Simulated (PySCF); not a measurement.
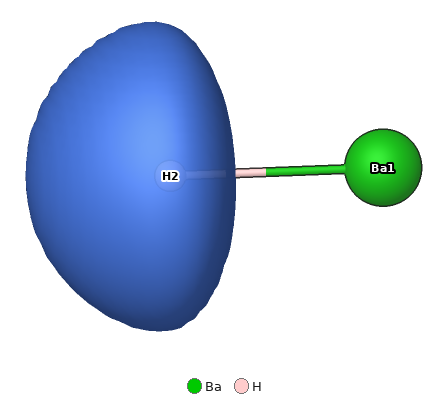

*BaH (doublet). Isosurface of the electron localisation function at 0.8 (blue), seen from one side. Only the valence region is drawn (cores and ρ < 0.01 e/Å³ removed).*

Computed with PySCF 2.14.0, PBE0/x2c-TZVPPall, spin-free X2C-1e, Gaussian nucleus, at a bond length of 2.214 Å.

### What do the ELF domains correspond to?

The surface consists of one region around a hydrogen nucleus. Profiles from the grid: Ba–H (2.21 Å): the ELF climbs to about 1 towards the hydrogen.
